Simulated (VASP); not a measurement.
# SbRh under strain

Aim: follow the pressure of SbRh through compression, expansion and shear. All runs use PBEsol. Left out of this account: 1 further run (self-consistent run: a reference on another mesh). The start is a cell from a database of measured crystal structures.

Calculated with VASP 6.6.1; PBEsol; plane waves and PAW (Sb, Rh_pv).

## (1) Starting point

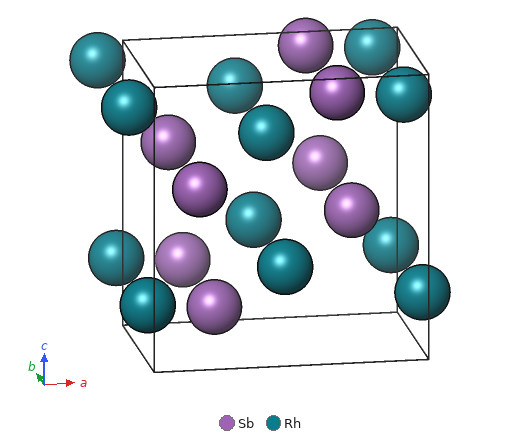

The cell as given, slightly off an axis (antimony purple, rhodium blue). 1×2×1 cells are drawn. Some periodic images of atoms are drawn too.

## (2) Bands, cell as listed

The mesh alone shows little of the dispersion and can miss band extrema, so KPOINTS_OPT adds a path through the symmetry points after the self-consistent cycle. PBEsol restores the gradient expansion of exchange and is tuned for the cells of solids.

INCAR

```
SYSTEM = SbRh
PREC = Accurate
ENCUT = 400
EDIFF = 1E-06
NELM = 100
ISMEAR = -1
SIGMA = 0.05
LREAL = .FALSE.
ALGO = Normal
GGA = PS
NBANDS = 61
LASPH = .TRUE.
LORBIT = 11
LWAVE = .FALSE.
LCHARG = .FALSE.
KPAR = 8
```

POSCAR

```
SbRh
1.0
    5.9718000000      0.0000000000      0.0000000000
    0.0000000000      3.8621000000      0.0000000000
    0.0000000000      0.0000000000      6.3242000000
Sb Rh
4 4
Direct
    0.1949000000      0.2500000000      0.5915000000
    0.3051000000      0.7500000000      0.0915000000
    0.6949000000      0.2500000000      0.9085000000
    0.8051000000      0.7500000000      0.4085000000
    0.0053000000      0.2500000000      0.1942000000
    0.4947000000      0.7500000000      0.6942000000
    0.5053000000      0.2500000000      0.3058000000
    0.9947000000      0.7500000000      0.8058000000
```

KPOINTS

```
Automatic mesh
0
Gamma
5 8 5
0 0 0
```

KPOINTS_OPT

```
Line mode
12
Line-mode
Reciprocal
  0.00000000   0.00000000   0.00000000 GAMMA
  0.00000000  -0.50000000   0.00000000 X

  0.00000000  -0.50000000   0.00000000 X
 -0.50000000  -0.50000000   0.00000000 S

 -0.50000000  -0.50000000   0.00000000 S
 -0.50000000   0.00000000   0.00000000 Y

 -0.50000000   0.00000000   0.00000000 Y
  0.00000000   0.00000000   0.00000000 GAMMA

  0.00000000   0.00000000   0.00000000 GAMMA
  0.00000000   0.00000000  -0.50000000 Z

  0.00000000   0.00000000  -0.50000000 Z
  0.00000000  -0.50000000  -0.50000000 U

  0.00000000  -0.50000000  -0.50000000 U
 -0.50000000  -0.50000000  -0.50000000 R

 -0.50000000  -0.50000000  -0.50000000 R
 -0.50000000   0.00000000  -0.50000000 T

 -0.50000000   0.00000000  -0.50000000 T
  0.00000000   0.00000000  -0.50000000 Z

 -0.50000000   0.00000000   0.00000000 Y
 -0.50000000   0.00000000  -0.50000000 T

  0.00000000  -0.50000000  -0.50000000 U
  0.00000000  -0.50000000   0.00000000 X

 -0.50000000  -0.50000000   0.00000000 S
 -0.50000000  -0.50000000  -0.50000000 R
```

PAW data sets: Sb and Rh_pv (PBE family, release 64).

Run with:

```console
$ mpirun -np 8 vasp_std
```

What it wrote:

```text
[banner, memory and clock lines left out]
running    8 mpi-ranks, on    1 nodes
 distrk:  each k-point on    1 cores,    8 groups
 distr:  one band on    1 cores,    1 groups

 POSCAR found type information on POSCAR SbRh
 POSCAR found :  2 types and       8 ions
|                                                                             |
|           W    W    AA    RRRRR   N    N  II  N    N   GGGG   !!!           |
|           W    W   A  A   R    R  NN   N  II  NN   N  G    G  !!!           |
|           W    W  A    A  R    R  N N  N  II  N N  N  G       !!!           |
|           W WW W  AAAAAA  RRRRR   N  N N  II  N  N N  G  GGG   !            |
|           WW  WW  A    A  R   R   N   NN  II  N   NN  G    G                |
|           W    W  A    A  R    R  N    N  II  N    N   GGGG   !!!           |
|                                                                             |
|     For optimal performance we recommend to set                             |
|       NCORE = 2 up to number-of-cores-per-socket                            |
|     NCORE specifies how many cores store one orbital (NPAR=cpu/NCORE).      |
|     This setting can greatly improve the performance of VASP for DFT.       |
|     The default, NCORE=1 might be grossly inefficient on modern             |
|     multi-core architectures or massively parallel machines. Do your        |
|     Unfortunately you need to use the default for GW and RPA                |
|     calculations (for HF NCORE is supported but not extensively tested      |
|     yet).                                                                   |
|                                                                             |

|                                                                             |
|               ----> ADVICE to this user running VASP <----                  |
|                                                                             |
|     You enforced a specific xc type in the INCAR file but a different       |
|     [... a line on the potential file left out ...]
|     I HOPE YOU KNOW WHAT YOU ARE DOING!                                     |
|                                                                             |

 LDA part: xc-table for (Slater+PW92), standard interpolation
 POSCAR, INCAR and KPOINTS ok, starting setup
 FFT: planning ... GRIDC
 FFT: planning ... GRID_SOFT
 FFT: planning ... GRID
 WAVECAR not read
 entering main loop
       N       E                     dE             d eps       ncg     rms          rms(c)
DAV:   1     0.722841344879E+03    0.72284E+03   -0.36676E+04  6258   0.105E+03
DAV:   2    -0.219913064887E+02   -0.74483E+03   -0.70549E+03  6179   0.344E+02
DAV:   3    -0.553475238132E+02   -0.33356E+02   -0.32468E+02  6138   0.762E+01
DAV:   4    -0.558931705657E+02   -0.54565E+00   -0.54460E+00  6118   0.101E+01
DAV:   5    -0.559045335739E+02   -0.11363E-01   -0.11363E-01  6200   0.159E+00    0.175E+01
DAV:   6    -0.551965321100E+02    0.70800E+00   -0.23776E+00  6025   0.940E+00    0.715E+00
DAV:   7    -0.550050154654E+02    0.19152E+00   -0.62279E-01  5787   0.500E+00    0.538E+00
DAV:   8    -0.548957681074E+02    0.10925E+00   -0.33788E-01  6101   0.336E+00    0.414E-01
DAV:   9    -0.548948566091E+02    0.91150E-03   -0.81258E-03  5878   0.387E-01    0.257E-01
DAV:  10    -0.548943106807E+02    0.54593E-03   -0.16040E-03  6018   0.218E-01    0.361E-02
DAV:  11    -0.548942961308E+02    0.14550E-04   -0.11811E-04  6056   0.598E-02    0.135E-02
DAV:  12    -0.548942984274E+02   -0.22966E-05   -0.10650E-05  6017   0.175E-02    0.883E-03
DAV:  13    -0.548942971529E+02    0.12744E-05   -0.16802E-06  3778   0.790E-03    0.321E-03
DAV:  14    -0.548942968313E+02    0.32160E-06   -0.13738E-07  3290   0.218E-03
   1 F= -.54894297E+02 E0= -.54880956E+02  d E =-.266826E-01
 Start KPOINTS_OPT (optional k-point list driver)
k-point batch [1-45\144]
       N       E                     dE             ncg
DAV:   1     0.136217135112E+05   -0.48143E+05     6282
DAV:   2    -0.196288807376E+05   -0.33251E+05     6256
DAV:   3    -0.210987375040E+05   -0.14699E+04     6204
DAV:   4    -0.211227947331E+05   -0.24057E+02     6144
DAV:   5    -0.211233364400E+05   -0.54171E+00     6620
DAV:   6    -0.211233556308E+05   -0.19191E-01     6272
DAV:   7    -0.211233567055E+05   -0.10748E-02     6145
DAV:   8    -0.211233567698E+05   -0.64312E-04     5456
DAV:   9    -0.211233567723E+05   -0.24825E-05     3779
DAV:  10    -0.211233567727E+05   -0.34638E-06     3398
[...]
k-point batch [136-144\144]
       N       E                     dE             ncg
DAV:   1     0.569559108044E+05   -0.17800E+05     1242
DAV:   2     0.504004464751E+05   -0.65555E+04     1244
DAV:   3     0.501190947275E+05   -0.28135E+03     1215
DAV:   4     0.501149737484E+05   -0.41210E+01     1158
DAV:   5     0.501148716706E+05   -0.10208E+00     1320
DAV:   6     0.501148682390E+05   -0.34316E-02     1197
DAV:   7     0.501148680623E+05   -0.17667E-03     1272
DAV:   8     0.501148680520E+05   -0.10315E-04      981
DAV:   9     0.501148680517E+05   -0.33268E-06      696
```

Wall time 5.8 min (8 MPI ranks of AMD EPYC 7571, shared host); peak memory 3.8 GiB.

The logs omit lines about the potential files and the build; timing stands in the text.

From OUTCAR (step 2):

```text
ion  position               nearest neighbor table
   1  0.195  0.250  0.592-   7 2.59   8 2.64   8 2.64   6 2.71   6 2.71   5 2.76   4 3.24   4 3.24
                             3 3.60   3 3.60   2 3.76   2 3.76   2 3.76   2 3.76
   2  0.305  0.750  0.092-   8 2.59   7 2.64   7 2.64   5 2.71   5 2.71   6 2.76   3 3.24   3 3.24
                             4 3.60   4 3.60   1 3.76   1 3.76   1 3.76   1 3.76
   3  0.695  0.250  0.908-   5 2.59   6 2.64   6 2.64   8 2.71   8 2.71   7 2.76   2 3.24   2 3.24
                             1 3.60   1 3.60   4 3.76   4 3.76   4 3.76   4 3.76
   4  0.805  0.750  0.408-   6 2.59   5 2.64   5 2.64   7 2.71   7 2.71   8 2.76   1 3.24   1 3.24
                             2 3.60   2 3.60   3 3.76   3 3.76   3 3.76   3 3.76
   5  0.005  0.250  0.194-   3 2.59   4 2.64   4 2.64   2 2.71   2 2.71   1 2.76   7 3.07   7 3.07
                             8 3.13   8 3.13
   6  0.495  0.750  0.694-   4 2.59   3 2.64   3 2.64   1 2.71   1 2.71   2 2.76   8 3.07   8 3.07
                             7 3.13   7 3.13
   7  0.505  0.250  0.306-   1 2.59   2 2.64   2 2.64   4 2.71   4 2.71   3 2.76   5 3.07   5 3.07
                             6 3.13   6 3.13
   8  0.995  0.750  0.806-   2 2.59   1 2.64   1 2.64   3 2.71   3 2.71   4 2.76   6 3.07   6 3.07
                             5 3.13   5 3.13

  LATTYP: Found a simple orthorhombic cell.
 ALAT       =     3.8621000000
 B/A-ratio  =     1.5462572176
 C/A-ratio  =     1.6375029129

 Subroutine GETGRP returns: Found  8 space group operations
 (whereof  2 operations were pure point group operations)

The static configuration has the point symmetry S_2 .
 The point group associated with its full space group is D_2h.

 Found     45 irreducible k-points:

   k-points           NKPTS =     45   k-points in BZ     NKDIM =     45   number of bands    NBANDS=     61

   dimension x,y,z NGX =    40 NGY =   28 NGZ =   42
   dimension x,y,z NGXF=    80 NGYF=   56 NGZF=   84

   ENCUT  =  400.0 eV  29.40 Ry    5.42 a.u.   9.74  6.30 10.31*2*pi/ulx,y,z

   NELECT =      80.0000    total number of electrons

 k-points in reciprocal lattice and weights: Automatic mesh
   0.00000000  0.00000000  0.00000000       0.005
   0.20000000  0.00000000  0.00000000       0.010
   0.40000000  0.00000000  0.00000000       0.010
   0.00000000  0.12500000  0.00000000       0.010
   0.20000000  0.12500000  0.00000000       0.020
   0.40000000  0.12500000  0.00000000       0.020
   0.00000000  0.25000000  0.00000000       0.010
   0.20000000  0.25000000  0.00000000       0.020
   0.40000000  0.25000000  0.00000000       0.020
[...]
0.20000000  0.50000000  0.40000000       0.020
   0.40000000  0.50000000  0.40000000       0.020

 average (electrostatic) potential at core
       1 -81.8697       2 -81.8697       3 -81.8697       4 -81.8697       5 -71.1249
       6 -71.1249       7 -71.1249       8 -71.1249

 E-fermi :  11.1220

 k-point     1 :       0.0000    0.0000    0.0000
  band No.  band energies     occupation
    ...
     36       9.1718      2.00000
     37       9.2291      2.00000
     38       9.3073      2.00000
     39       9.8670      2.00000
     40      10.5708      1.99997
     41      11.8114      0.00000
     42      12.1193      0.00000
     43      13.1840      0.00000
     44      13.5570      0.00000
     45      13.6528      0.00000
    ...

 k-point     2 :       0.2000    0.0000    0.0000
  band No.  band energies     occupation
    ...
     36       9.2654      2.00000
     37       9.3551      2.00000
     38       9.8584      2.00000
     39      10.0141      2.00000
     40      10.5831      1.99996
     41      12.0152      0.00000
     42      12.5512      0.00000
     43      13.0085      0.00000
     44      13.4089      0.00000
     45      13.4107      0.00000
    ...

 k-point     3 :       0.4000    0.0000    0.0000
  band No.  band energies     occupation
    ...
     35       9.3204      2.00000
     36       9.3773      2.00000
     37       9.3998      2.00000
     38       9.6261      2.00000
     39      10.7878      1.99750
     40      11.2910      0.06587
     41      11.5224      0.00067
     42      12.6900      0.00000
     43      12.8046      0.00000
     44      13.1818      0.00000
    ...

  Total       -0.5764024     -0.2784640     -0.5019298      0.0000000      0.0000000      0.0000000
  in kB       -6.3314328     -3.0587588     -5.5133963      0.0000000      0.0000000      0.0000000
  external PRESSURE =      -4.9678626 kB  Pullay stress =       0.0000000 kB

  energy-cutoff  :      400.00
  volume of cell :      145.86
      direct lattice vectors                 reciprocal lattice vectors
     5.971800000  0.000000000  0.000000000     0.167453699  0.000000000  0.000000000
     0.000000000  3.862100000  0.000000000     0.000000000  0.258926491  0.000000000
     0.000000000  0.000000000  6.324200000     0.000000000  0.000000000  0.158122767

 POSITION                                       TOTAL-FORCE (eV/Angst)
 -----------------------------------------------------------------------------------
      1.16390      0.96552      3.74076         0.091653      0.000000      0.036330
      1.82200      2.89657      0.57866        -0.091653      0.000000      0.036330
      4.14980      0.96552      5.74554         0.091653      0.000000     -0.036330
      4.80790      2.89657      2.58344        -0.091653      0.000000     -0.036330
      0.03165      0.96552      1.22816         0.065967     -0.000000     -0.094170
      2.95425      2.89657      4.39026        -0.065967      0.000000     -0.094170
      3.01755      0.96552      1.93394         0.065967      0.000000      0.094170
      5.94015      2.89657      5.09604        -0.065967     -0.000000      0.094170
 -----------------------------------------------------------------------------------
    total drift:                                0.000000      0.000000     -0.000000

  FREE ENERGIE OF THE ION-ELECTRON SYSTEM (eV)
  ---------------------------------------------------
  free  energy   TOTEN  =       -54.8942968313 eV

  energy  without entropy=      -54.8676142173  energy(sigma->0) =      -54.88095552

 total charge
# of ion       s       p       d       tot
------------------------------------------
    1        1.115   1.231   0.093   2.439
    2        1.115   1.231   0.093   2.439
    3        1.115   1.231   0.093   2.439
    4        1.115   1.231   0.093   2.439
    5        0.321   6.254   7.356  13.930
    6        0.321   6.254   7.356  13.930
    7        0.321   6.254   7.356  13.930
    8        0.321   6.254   7.356  13.930
--------------------------------------------------
tot          5.745  29.937  29.796  65.478

[... 3 further parts left out ...]
```

Spin-orbit coupling is off here; with elements this heavy it splits and shifts levels by tenths of an eV or more. The PAW data sets were made with PBE, which is usual practice but a small mismatch for other functionals.

Numbers from this step:

| Quantity | Value |
| --- | --- |
| SCF cycles | 14 |
| electrons | 80 |
| bands | 61 |
| irreducible k-points | 45 |
| symmetry operations | 8 |
| free energy (TOTEN) | -54.8943 eV |
| energy at zero smearing | -54.8810 eV |
| Fermi energy | 11.12 eV |
| pressure | -0.4968 GPa |
| metallic | yes |

Electronic bands along the path, in eV, zero at the Fermi level; # counts the bands kept, so #1 is VASP's band 17:

```csv
point,#21,#22,#23,#24,#25,#26,#27,#28
Γ,-1.89,-1.81,-1.25,-0.55,0.69,1.00,2.06,2.43
X,-1.70,-1.70,-1.49,-1.49,-0.05,-0.05,1.55,1.55
S,-1.42,-1.42,-1.42,-1.42,0.49,0.49,0.49,0.49
Y,-1.63,-1.63,-0.04,-0.04,0.86,0.86,1.90,1.90
Γ,-1.89,-1.81,-1.25,-0.55,0.69,1.00,2.06,2.43
Z,-1.49,-1.49,0.14,0.14,0.51,0.51,1.41,1.41
U,-1.76,-1.76,-1.64,-1.64,0.47,0.47,0.79,0.79
R,-1.59,-1.59,-1.59,-1.59,1.98,1.98,1.98,1.98
T,-1.21,-1.21,0.37,0.37,1.42,1.42,1.95,1.95
Z,-1.49,-1.49,0.14,0.14,0.51,0.51,1.41,1.41
jump to Y,-1.63,-1.63,-0.04,-0.04,0.86,0.86,1.90,1.90
T,-1.21,-1.21,0.37,0.37,1.42,1.42,1.95,1.95
jump to U,-1.76,-1.76,-1.64,-1.64,0.47,0.47,0.79,0.79
X,-1.70,-1.70,-1.49,-1.49,-0.05,-0.05,1.55,1.55
jump to S,-1.42,-1.42,-1.42,-1.42,0.49,0.49,0.49,0.49
R,-1.59,-1.59,-1.59,-1.59,1.98,1.98,1.98,1.98
```

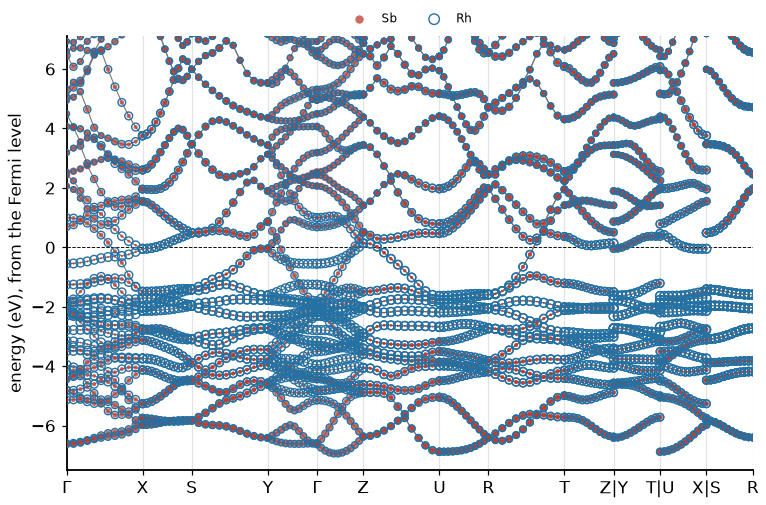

Electronic bands along the path; dots are coloured as in the legend, and their area grows with the weight.

Force by atom:

```csv
atom,x (eV/Å),y (eV/Å),z (eV/Å),size
Sb1,0.092,0.000,0.036,0.099
Sb2,-0.092,0.000,0.036,0.099
Sb3,0.092,0.000,-0.036,0.099
Sb4,-0.092,0.000,-0.036,0.099
Rh5,0.066,0.000,-0.094,0.115
Rh6,-0.066,0.000,-0.094,0.115
Rh7,0.066,0.000,0.094,0.115
Rh8,-0.066,0.000,0.094,0.115
```

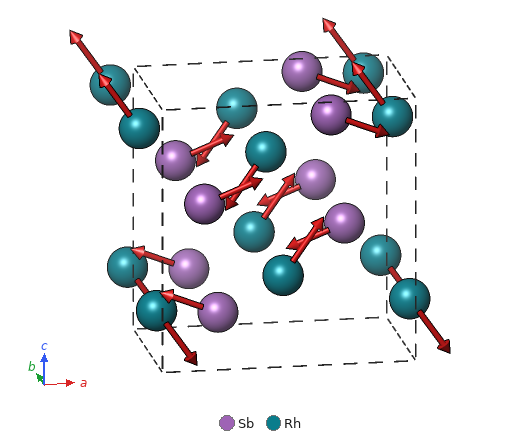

Force as arrows, the longest 0.115 eV/Å. 1×2×1 cells are drawn. Some periodic images of atoms are drawn too.

There is no gap at this level.

(Continued in part 2 of 4.)

[Lines on the potential files, build, host, timing and source positions are cut from VASP's logs without a mark.]

[Logs are printed without paths, hosts, clocks, repeated set-up lines and the standing remarks that a program may print on its own settings, such as how far it seeks lower states.]

[Hosts, paths, dates, database ids (printed as entryN), source tags and the programs' standing remarks are cut or masked in the printed files.]

[A measured line is paired with the nearest computed mode of its activity, which favours agreement.]
